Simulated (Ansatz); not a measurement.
Method: PBE with D3(BJ) dispersion (plane waves to 420 eV, PAW; Ansatz, a first-principles code).

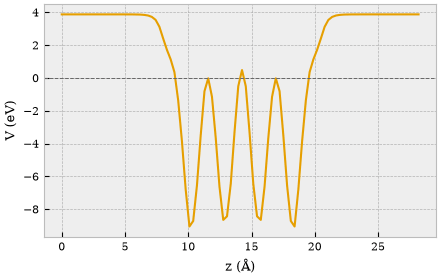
Planar average of the electrostatic potential across the slab, in eV from the Fermi level, for the (111) surface of orthorhombic GeS in its 1x1 cell (cut with top plane Ge, bottom plane Ge), relaxed from an ideal cut (the real face may reconstruct), outermost plane spacing 1.30 Å in the ideal cut (one of several cuts of this face), with 2 Ge a cell over the bulk's ratio (in the relaxation 4 Ge–Ge, 4 Ge–S bonds formed; 2 Ge–S bonds broke)

Slab: 34 atoms, Ge18S16, 12.2 Å thick at the start; k 5x3x1, smearing 0.025 eV, dipole-corrected; all atoms relaxed; symmetry of the start imposed; no spin (no spin-polarised run to compare, though such a face may carry moments), no spin-orbit, no U. The slab shows no gap over 0.04 eV on its mesh.

The vacuum level lies 3.87 eV above the Fermi level over the top face and 3.87 eV above it under the bottom face.
